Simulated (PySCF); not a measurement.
# B₃H₈Se−: NMR shifts at several levels of theory

Aim: compute the NMR shifts of B₃H₈Se− (`[BH3-][Se+]1[BH2-][H+][BH2-]1`) at several levels, and see how far they spread and what each costs.

Programs: PySCF 2.14.0, with density-fitted response routines of our own. Each step states its level of theory. These are calculated values for one molecule in the gas phase, unless marked as measured. Atoms count from 0, in the outputs and in this text.

3 further runs of the same task are left out: 3 for a faulty analytic Hessian.

## Step 1: The molecule as given

12 atoms, charge -1, multiplicity 1; geometry from: GFN2-xTB.

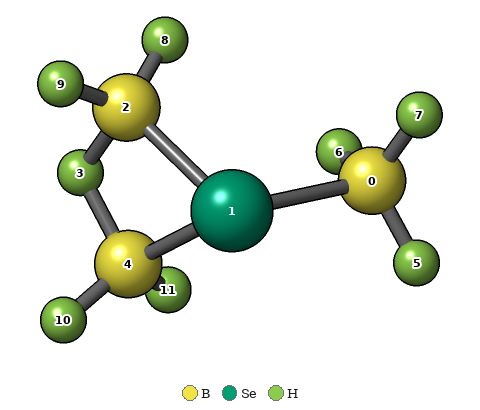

The starting geometry (boron yellow, selenium teal, hydrogen green), atoms numbered.

## Step 2: Relaxing the molecule at PBE0-D3(BJ)/def2-SVP

What the job is given:

```
{"job": {"xc": "PBE0", "basis": "def2-SVP", "d3": "d3bj", "grid": 1, "kind": "geom"}, "charge": -1, "multiplicity": 1}
B      1.871150    -0.680280    -0.550570
Se     0.094010     0.240000     0.329800
B     -1.121030     0.504690    -1.272850
H     -1.823540    -0.626470    -1.144790
B     -1.339480    -1.152760    -0.014810
H      2.316030    -1.372720     0.314510
H      1.463550    -1.288150    -1.492570
H      2.583110     0.234310    -0.837990
H     -0.557740     0.431470    -2.308340
H     -1.894930     1.390970    -1.122760
H     -2.225070    -1.110490     0.773230
H     -0.904500    -2.212690    -0.300790
```

Standard output:

```text
step   0  E = -2480.24086140  max force = 0.020792
step   1  E = -2480.24820011  max force = 0.006822
step   2  E = -2480.24911917  max force = 0.002861
step   3  E = -2480.24926352  max force = 0.001149
step   4  E = -2480.24929998  max force = 0.000889
step   5  E = -2480.24930895  max force = 0.000704
step   6  E = -2480.24931765  max force = 0.000222
optimisation converged
```

Run time: 21 s. Hardware: 4 threads of Arm Neoverse V1, shared host.

The steps of the relaxation:

| step | energy from step 0 (eV) | largest force component (eV/Å) |
| --- | --- | --- |
| 0 | 0.0000 | 1.0692 |
| 1 | -0.1997 | 0.3508 |
| 2 | -0.2247 | 0.1471 |
| 3 | -0.2286 | 0.0591 |
| 4 | -0.2296 | 0.0457 |
| 5 | -0.2299 | 0.0362 |
| 6 | -0.2301 | 0.0114 |

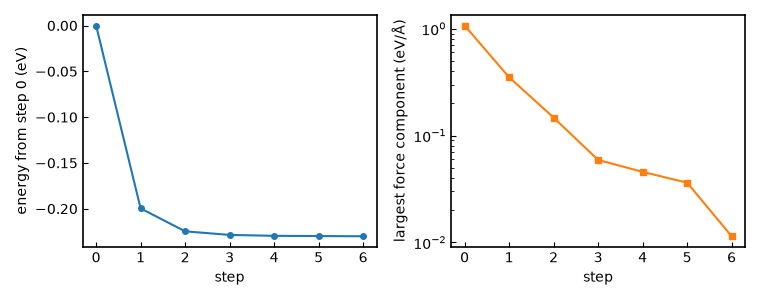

Energy and largest force along the relaxation.

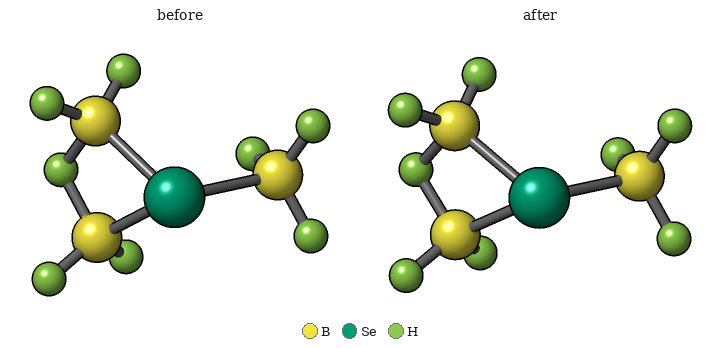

Before and after, at one scale.

Distances of close pairs at the start and the end, largest changes first:

| bond | before (Å) | after (Å) | change (Å) |
| --- | --- | --- | --- |
| B0–Se1 | 2.186 | 2.106 | -0.080 |
| B0–H7 | 1.194 | 1.231 | +0.037 |
| B0–H5 | 1.194 | 1.231 | +0.037 |
| B0–H6 | 1.193 | 1.225 | +0.032 |
| B4–H11 | 1.181 | 1.212 | +0.031 |
| B2–H8 | 1.181 | 1.212 | +0.031 |
| B2–H9 | 1.186 | 1.216 | +0.030 |
| B4–H10 | 1.186 | 1.216 | +0.030 |

The final coordinates are the input of the step that follows.

| at the end point | value |
| --- | --- |
| point group (found at 0.08 Å tolerance) | Cs |
| rotational constants (GHz, main isotopes) | 6.964, 3.611, 3.446 |

## Step 3: Shielding tensors: PBE0/pcSseg-2

What the job is given:

```
{"job": {"kind": "nmr", "xc": "PBE0", "basis": "pcSseg-2", "pop": false}, "charge": -1, "multiplicity": 1}
B      1.906910    -0.682036    -0.539557
Se     0.185364     0.192410     0.301665
B     -1.133688     0.464937    -1.219796
H     -1.901126    -0.634905    -1.182826
B     -1.349954    -1.091834    -0.048316
H      2.374451    -1.363850     0.372342
H      1.557159    -1.335658    -1.514260
H      2.623664     0.278985    -0.819418
H     -0.632770     0.356672    -2.317692
H     -1.926797     1.364689    -1.019815
H     -2.254790    -0.998148     0.758472
H     -0.986863    -2.193383    -0.398730
```

Method: GIAO PBE0/pcSseg-2 NMR shielding, non-relativistic, gas phase.

Standard output:

```text
coarse grid: 42648 points
cycle   1  E = -2480.5917941122  dE = -1.057e+00  |g| = 9.678e-01  |ddm| = 2.239e+00
cycle   2  E = -2480.5960853425  dE = -4.291e-03  |g| = 7.818e-01  |ddm| = 9.921e-01
cycle   3  E = -2480.6624940697  dE = -6.641e-02  |g| = 1.423e-01  |ddm| = 5.066e-01
cycle   4  E = -2480.6656288601  dE = -3.135e-03  |g| = 3.342e-02  |ddm| = 1.336e-01
cycle   5  E = -2480.6659967948  dE = -3.679e-04  |g| = 7.357e-03  |ddm| = 4.632e-02
cycle   6  E = -2480.6660128901  dE = -1.610e-05  |g| = 2.064e-03  |ddm| = 8.183e-03
cycle   7  E = -2480.6660141681  dE = -1.278e-06  |g| = 4.328e-04  |ddm| = 2.496e-03
final grid: 89680 points
cycle   8  E = -2480.6660103070  dE = -1.150e-07  |g| = 5.034e-04  |ddm| = 4.171e-03
cycle   9  E = -2480.6660102683  dE =  3.874e-08  |g| = 6.474e-04  |ddm| = 9.606e-04
cycle  10  E = -2480.6660103741  dE = -1.058e-07  |g| = 3.897e-05  |ddm| = 5.152e-04
cycle  11  E = -2480.6660103745  dE = -4.038e-10  |g| = 1.674e-05  |ddm| = 5.648e-05
converged SCF energy = -2480.6660103745

GIAO shielding tensors (ppm)
atom      isotropic    diamagn.    paramagn.     s11        s22        s33       span
  0 B      126.344     184.848     -58.504    105.387    117.705    155.940     50.553
  1 Se    2432.203    3003.273    -571.070   2084.037   2292.239   2920.333    836.297
  2 B      127.615     188.020     -60.405    117.864    128.358    136.621     18.757
  3 H       33.216      25.861       7.355     28.570     31.323     39.754     11.184
  4 B      127.806     188.017     -60.212    118.249    128.496    136.673     18.424
  5 H       29.619      29.880      -0.260     25.828     26.539     36.490     10.662
  6 H       30.324      30.031       0.293     26.267     27.758     36.947     10.680
  7 H       29.620      29.886      -0.266     25.827     26.539     36.493     10.666
  8 H       29.639      29.887      -0.248     25.839     27.645     35.434      9.596
  9 H       29.973      29.800       0.173     25.624     26.768     37.528     11.904
 10 H       29.979      29.793       0.186     25.629     26.778     37.529     11.900
 11 H       29.649      29.874      -0.225     25.844     27.654     35.448      9.604
```

It took 29 s on 4 threads of Arm Neoverse V1, shared host.

The references, computed at this level on geometries of the same kind, shield at (ppm): 1H TMS 31.25, 11B BF3·OEt2 99.1, 77Se Me2Se 1766. Their shielding less the atom's gives the shift. The references are single molecules in the gas phase. Atoms listed in one row are averaged.

| atoms | environment | σ (ppm) | δ (ppm) |
| --- | --- | --- | --- |
| H8, H9, H10, H11 |  | 29.81 | 1.44 |
| H5, H6, H7 | hydrogen on a boron bonded to Se | 29.85 | 1.39 |
| H3 | bridging hydrogen | 33.22 | -1.97 |
| B0 | boron bonded to Se, 3 H | 126.3 | -27.3 |
| B2, B4 |  | 127.7 | -28.6 |
| Se1 | selenium bonded to 3 B, in a 4-membered ring | 2432 | -666 |

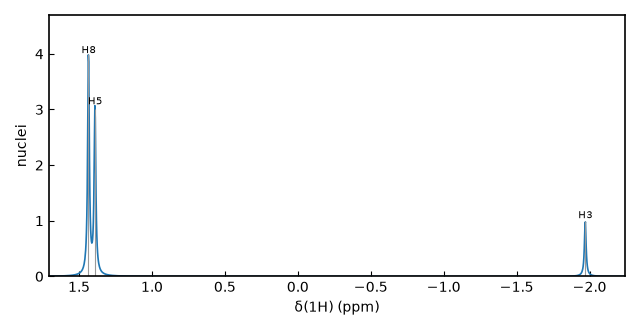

1H lines at the computed shifts, without couplings. Lines are broadened to a width of 0.01 ppm (Lorentzian).

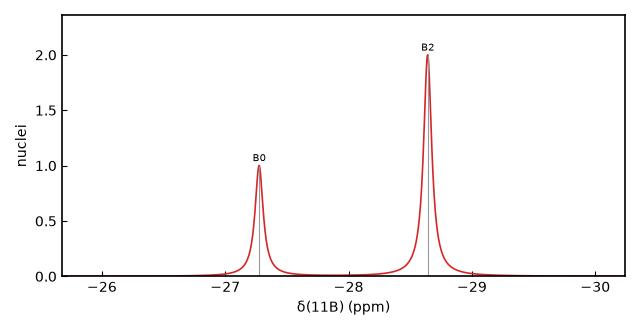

11B lines at the computed shifts, without couplings. Lines are broadened to a width of 0.08 ppm (Lorentzian).

## Step 4: NMR shieldings: PBE/pcSseg-2

Settings changed since step 3:

```diff
@@ -1,2 +1,2 @@
-{"job": {"kind": "nmr", "xc": "PBE0", "basis": "pcSseg-2", "pop": false}, "charge": -1, "multiplicity": 1}
+{"job": {"kind": "nmr", "xc": "PBE", "basis": "pcSseg-2", "pop": false}, "charge": -1, "multiplicity": 1}
 B      1.906910    -0.682036    -0.539557
```

Method: GIAO PBE/pcSseg-2 NMR shielding, non-relativistic, gas phase.

Standard output:

```text
coarse grid: 42648 points
cycle   1  E = -2480.4253181372  dE = -1.098e+00  |g| = 1.213e+00  |ddm| = 2.307e+00
cycle   2  E = -2480.2708020465  dE =  1.545e-01  |g| = 1.321e+00  |ddm| = 1.667e+00
cycle   3  E = -2480.5435212991  dE = -2.727e-01  |g| = 2.968e-01  |ddm| = 1.252e+00
cycle   4  E = -2480.5649029582  dE = -2.138e-02  |g| = 9.577e-02  |ddm| = 3.715e-01
cycle   5  E = -2480.5678938999  dE = -2.991e-03  |g| = 3.362e-02  |ddm| = 1.429e-01
cycle   6  E = -2480.5682509563  dE = -3.571e-04  |g| = 6.878e-03  |ddm| = 3.768e-02
cycle   7  E = -2480.5682651768  dE = -1.422e-05  |g| = 2.326e-03  |ddm| = 1.025e-02
cycle   8  E = -2480.5682665769  dE = -1.400e-06  |g| = 7.273e-04  |ddm| = 3.071e-03
final grid: 89680 points
cycle   9  E = -2480.5682581719  dE = -3.930e-08  |g| = 1.194e-03  |ddm| = 6.066e-03
cycle  10  E = -2480.5682575713  dE =  6.007e-07  |g| = 1.957e-03  |ddm| = 2.771e-03
cycle  11  E = -2480.5682585054  dE = -9.341e-07  |g| = 1.928e-04  |ddm| = 1.666e-03
cycle  12  E = -2480.5682585159  dE = -1.047e-08  |g| = 2.714e-05  |ddm| = 2.002e-04
cycle  13  E = -2480.5682585161  dE = -2.287e-10  |g| = 4.969e-06  |ddm| = 3.184e-05
converged SCF energy = -2480.5682585161

GIAO shielding tensors (ppm)
atom      isotropic    diamagn.    paramagn.     s11        s22        s33       span
  0 B      121.932     185.819     -63.887     99.546    112.448    153.802     54.256
  1 Se    2348.946    3002.354    -653.408   1980.172   2201.687   2864.979    884.807
  2 B      123.726     188.372     -64.645    113.204    124.321    133.654     20.449
  3 H       32.969      25.785       7.184     28.253     31.368     39.288     11.035
  4 B      123.931     188.366     -64.436    113.617    124.463    133.712     20.095
  5 H       29.475      29.974      -0.499     25.832     26.280     36.314     10.482
  6 H       30.224      30.105       0.119     26.372     27.487     36.813     10.441
  7 H       29.476      29.979      -0.503     25.830     26.283     36.316     10.486
  8 H       29.577      29.937      -0.360     26.011     27.647     35.072      9.062
  9 H       29.878      29.855       0.024     25.649     26.719     37.268     11.619
 10 H       29.884      29.846       0.038     25.655     26.730     37.268     11.613
 11 H       29.587      29.924      -0.337     26.016     27.657     35.087      9.071
```

Wall time 29 s (4 threads of Arm Neoverse V1, shared host).

This run: δ B0 -29.2, B2 -31.1, Se1 -671, H5 1.45, H8 1.45 ppm (means over like atoms).

## Step 5: Nuclear shieldings: wB97X-D/pcSseg-2

Settings changed since step 4:

```diff
@@ -1,2 +1,2 @@
-{"job": {"kind": "nmr", "xc": "PBE", "basis": "pcSseg-2", "pop": false}, "charge": -1, "multiplicity": 1}
+{"job": {"kind": "nmr", "xc": "wB97X-D", "basis": "pcSseg-2", "pop": false}, "charge": -1, "multiplicity": 1}
 B      1.906910    -0.682036    -0.539557
```

Level: GIAO wB97X-D/pcSseg-2 NMR shielding, non-relativistic, gas phase.

Standard output:

```text
coarse grid: 42648 points
cycle   1  E = -2481.0667338014  dE = -9.201e-01  |g| = 8.975e-01  |ddm| = 2.167e+00
cycle   2  E = -2481.0958686134  dE = -2.913e-02  |g| = 5.866e-01  |ddm| = 5.585e-01
cycle   3  E = -2481.1127244895  dE = -1.686e-02  |g| = 1.085e-01  |ddm| = 1.623e-01
cycle   4  E = -2481.1135524973  dE = -8.280e-04  |g| = 1.646e-02  |ddm| = 5.890e-02
cycle   5  E = -2481.1136285734  dE = -7.608e-05  |g| = 5.989e-03  |ddm| = 2.664e-02
cycle   6  E = -2481.1136431966  dE = -1.462e-05  |g| = 1.522e-03  |ddm| = 1.172e-02
cycle   7  E = -2481.1136441632  dE = -9.667e-07  |g| = 4.411e-04  |ddm| = 3.410e-03
final grid: 89680 points
cycle   8  E = -2481.1136491576  dE = -3.578e-06  |g| = 6.422e-04  |ddm| = 6.155e-03
cycle   9  E = -2481.1136492459  dE = -8.832e-08  |g| = 3.675e-04  |ddm| = 9.795e-04
cycle  10  E = -2481.1136492645  dE = -1.861e-08  |g| = 1.232e-04  |ddm| = 2.767e-04
cycle  11  E = -2481.1136492675  dE = -3.028e-09  |g| = 2.304e-05  |ddm| = 1.657e-04
cycle  12  E = -2481.1136492678  dE = -2.692e-10  |g| = 9.968e-06  |ddm| = 5.585e-05
converged SCF energy = -2481.1136492678

GIAO shielding tensors (ppm)
atom      isotropic    diamagn.    paramagn.     s11        s22        s33       span
  0 B      127.421     183.541     -56.120    106.884    119.256    156.123     49.239
  1 Se    2442.886    3003.666    -560.780   2098.881   2309.116   2920.661    821.780
  2 B      128.200     187.446     -59.246    119.099    128.774    136.727     17.628
  3 H       33.313      26.046       7.267     28.777     31.261     39.902     11.125
  4 B      128.387     187.439     -59.052    119.474    128.907    136.779     17.305
  5 H       29.760      29.804      -0.043     25.956     26.742     36.583     10.627
  6 H       30.435      30.004       0.431     26.340     27.956     37.009     10.670
  7 H       29.759      29.808      -0.049     25.953     26.740     36.584     10.631
  8 H       29.746      29.932      -0.185     25.910     27.760     35.570      9.660
  9 H       30.095      29.845       0.250     25.753     26.927     37.607     11.853
 10 H       30.101      29.838       0.263     25.758     26.938     37.609     11.851
 11 H       29.755      29.915      -0.160     25.914     27.768     35.583      9.669
```

Run time: 61 s. Hardware: 4 threads of Arm Neoverse V1, shared host.

Key values: δ B0 -27.5, B2 -28.3, Se1 -698, H8 1.43, H5 1.37 ppm (means over like atoms).

## Step 6: Nuclear shieldings: KT2/pcSseg-2

Settings changed since step 5:

```diff
@@ -1,2 +1,2 @@
-{"job": {"kind": "nmr", "xc": "wB97X-D", "basis": "pcSseg-2", "pop": false}, "charge": -1, "multiplicity": 1}
+{"job": {"kind": "nmr", "xc": "KT2", "basis": "pcSseg-2", "pop": false}, "charge": -1, "multiplicity": 1}
 B      1.906910    -0.682036    -0.539557
```

Method: GIAO KT2/pcSseg-2 NMR shielding, non-relativistic, gas phase.

Standard output:

```text
coarse grid: 42648 points
cycle   1  E = -2491.8599891951  dE = -1.064e+00  |g| = 7.518e-01  |ddm| = 2.328e+00
cycle   2  E = -2491.7622188926  dE =  9.777e-02  |g| = 7.992e-01  |ddm| = 1.552e+00
cycle   3  E = -2491.9530710174  dE = -1.909e-01  |g| = 2.193e-01  |ddm| = 1.109e+00
cycle   4  E = -2491.9662798033  dE = -1.321e-02  |g| = 6.808e-02  |ddm| = 2.660e-01
cycle   5  E = -2491.9678543818  dE = -1.575e-03  |g| = 2.327e-02  |ddm| = 1.037e-01
cycle   6  E = -2491.9679913295  dE = -1.369e-04  |g| = 5.020e-03  |ddm| = 2.414e-02
cycle   7  E = -2491.9679988377  dE = -7.508e-06  |g| = 1.836e-03  |ddm| = 8.285e-03
final grid: 89680 points
cycle   8  E = -2491.9680047977  dE =  1.561e-06  |g| = 3.095e-03  |ddm| = 7.259e-03
cycle   9  E = -2491.9679989019  dE =  5.896e-06  |g| = 5.467e-03  |ddm| = 8.093e-03
cycle  10  E = -2491.9680074073  dE = -8.505e-06  |g| = 3.940e-04  |ddm| = 5.152e-03
cycle  11  E = -2491.9680074553  dE = -4.796e-08  |g| = 6.069e-05  |ddm| = 4.371e-04
cycle  12  E = -2491.9680074560  dE = -6.835e-10  |g| = 9.689e-06  |ddm| = 5.231e-05
converged SCF energy = -2491.9680074560

GIAO shielding tensors (ppm)
atom      isotropic    diamagn.    paramagn.     s11        s22        s33       span
  0 B      126.269     185.912     -59.643    104.634    117.359    156.813     52.179
  1 Se    2392.667    3007.268    -614.601   2046.446   2239.912   2891.643    845.197
  2 B      127.859     188.898     -61.039    117.714    128.415    137.447     19.733
  3 H       32.955      25.652       7.303     28.359     31.280     39.226     10.867
  4 B      128.059     188.889     -60.829    118.129    128.546    137.503     19.374
  5 H       29.488      29.679      -0.192     25.730     26.365     36.369     10.639
  6 H       30.266      29.951       0.315     26.374     27.595     36.829     10.455
  7 H       29.489      29.685      -0.197     25.729     26.366     36.371     10.641
  8 H       29.591      29.666      -0.075     25.956     27.600     35.218      9.262
  9 H       29.857      29.483       0.374     25.539     26.642     37.390     11.851
 10 H       29.864      29.474       0.390     25.547     26.654     37.390     11.844
 11 H       29.601      29.647      -0.047     25.960     27.610     35.232      9.272
```

Run time: 26 s. Hardware: 4 threads of Arm Neoverse V1, shared host.

In short: δ B0 -28.0, B2 -29.7, Se1 -662, H8 1.45, H5 1.43 ppm (means over like atoms).

## Step 7: Shielding tensors: HF/pcSseg-2

Settings changed since step 6:

```diff
@@ -1,2 +1,2 @@
-{"job": {"kind": "nmr", "xc": "KT2", "basis": "pcSseg-2", "pop": false}, "charge": -1, "multiplicity": 1}
+{"job": {"kind": "nmr", "xc": "HF", "basis": "pcSseg-2", "pop": false}, "charge": -1, "multiplicity": 1}
 B      1.906910    -0.682036    -0.539557
```

Level: GIAO HF/pcSseg-2 NMR shielding, non-relativistic, gas phase.

Standard output:

```text
final grid: 89680 points
cycle   1  E = -2478.5733081838  dE = -7.527e-01  |g| = 6.096e-01  |ddm| = 2.146e+00
cycle   2  E = -2478.6238044746  dE = -5.050e-02  |g| = 2.643e-01  |ddm| = 5.127e-01
cycle   3  E = -2478.6302655204  dE = -6.461e-03  |g| = 6.062e-02  |ddm| = 1.365e-01
cycle   4  E = -2478.6313690999  dE = -1.104e-03  |g| = 1.333e-02  |ddm| = 7.991e-02
cycle   5  E = -2478.6314371029  dE = -6.800e-05  |g| = 4.077e-03  |ddm| = 2.283e-02
cycle   6  E = -2478.6314438547  dE = -6.752e-06  |g| = 1.257e-03  |ddm| = 7.284e-03
cycle   7  E = -2478.6314451253  dE = -1.271e-06  |g| = 4.466e-04  |ddm| = 3.703e-03
cycle   8  E = -2478.6314452920  dE = -1.667e-07  |g| = 1.013e-04  |ddm| = 1.479e-03
cycle   9  E = -2478.6314453024  dE = -1.048e-08  |g| = 2.573e-05  |ddm| = 3.560e-04
cycle  10  E = -2478.6314453031  dE = -6.235e-10  |g| = 8.862e-06  |ddm| = 8.378e-05
converged SCF energy = -2478.6314453031

GIAO shielding tensors (ppm)
atom      isotropic    diamagn.    paramagn.     s11        s22        s33       span
  0 B      135.064     179.570     -44.506    117.687    128.796    158.710     41.023
  1 Se    2601.654    3004.845    -403.191   2303.521   2451.186   3050.254    746.733
  2 B      135.269     183.521     -48.252    127.272    136.050    142.485     15.213
  3 H       33.814      26.050       7.763     29.591     31.330     40.521     10.930
  4 B      135.428     183.517     -48.090    127.604    136.162    142.517     14.913
  5 H       30.197      29.815       0.382     26.153     27.358     37.080     10.927
  6 H       30.829      29.951       0.879     26.521     28.569     37.398     10.877
  7 H       30.197      29.823       0.374     26.152     27.354     37.084     10.932
  8 H       30.090      29.846       0.245     25.982     27.959     36.330     10.348
  9 H       30.414      29.785       0.629     25.873     27.218     38.151     12.277
 10 H       30.419      29.779       0.640     25.877     27.226     38.153     12.276
 11 H       30.100      29.835       0.265     25.989     27.968     36.343     10.354
```

Wall time 22 s (4 threads of Arm Neoverse V1, shared host).

In short: δ B0 -20.6, B2 -20.8, Se1 -686, H8 1.43, H5 1.27 ppm (means over like atoms).

## Step 8: Side by side: NMR shifts

Shifts (ppm), means over like atoms, with basis size and wall time:

| run | H8 | H5 | H3 | B0 | B2 | Se1 | functions | time |
| --- | --- | --- | --- | --- | --- | --- | --- | --- |
| PBE0/pcSseg-2 | 1.44 | 1.39 | -1.97 | -27.3 | -28.6 | -666 | 283 | 29 s |
| PBE/pcSseg-2 | 1.45 | 1.45 | -1.79 | -29.2 | -31.1 | -671 | 283 | 29 s |
| wB97X-D/pcSseg-2 | 1.43 | 1.37 | -1.96 | -27.5 | -28.3 | -698 | 283 | 61 s |
| KT2/pcSseg-2 | 1.45 | 1.43 | -1.78 | -28.0 | -29.7 | -662 | 283 | 26 s |
| HF/pcSseg-2 | 1.43 | 1.27 | -2.13 | -20.6 | -20.8 | -686 | 283 | 22 s |

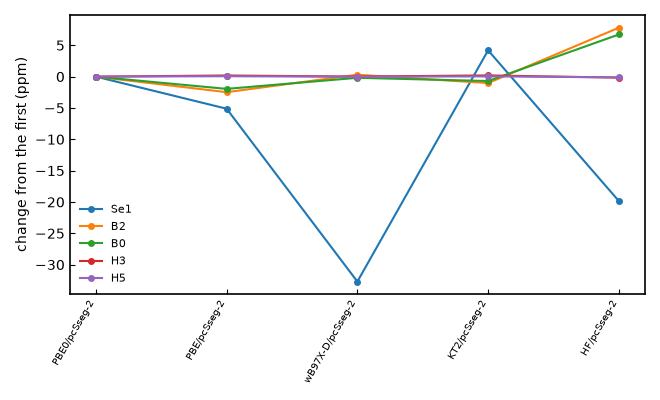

How five of the tabulated atoms move from run to run.

## Step 9: Results

```
                                                                    quantity                  value
                                                                 point group                     Cs
                                        rotational constants (main isotopes)   6.96, 3.61, 3.45 GHz
      1H shifts against TMS (PBE0/pcSseg-2, means over atoms taken as alike)  1.44, 1.39, -1.97 ppm
11B shifts against BF3·OEt2 (PBE0/pcSseg-2, means over atoms taken as alike)       -27.3, -28.6 ppm
                                   77Se shifts against Me2Se (PBE0/pcSseg-2)               -666 ppm
                                                   range of the shift of Se1       -698 to -662 ppm
```

What this shows: Single values in the summary come from the first run of each kind that ended normally (PBE0/pcSseg-2), which need not be the best level. The optimisation took 6 steps and gained 0.230 eV; among the close pairs (by a distance rule), B0–Se1 changed most, from 2.186 to 2.106 Å. No frequency check was run at this level, so the end point may be a saddle. At PBE0/pcSseg-2: The widest tensor belongs to Se1: span 836 ppm, with a paramagnetic part of -571 ppm. In ppm, Se1 moves most: its shift spreads over 37 ppm, from -698 (wB97X-D/pcSseg-2) to -662 (KT2/pcSseg-2). Spin-orbit coupling is left out, which matters for shieldings and couplings at and beside the heavy atoms.
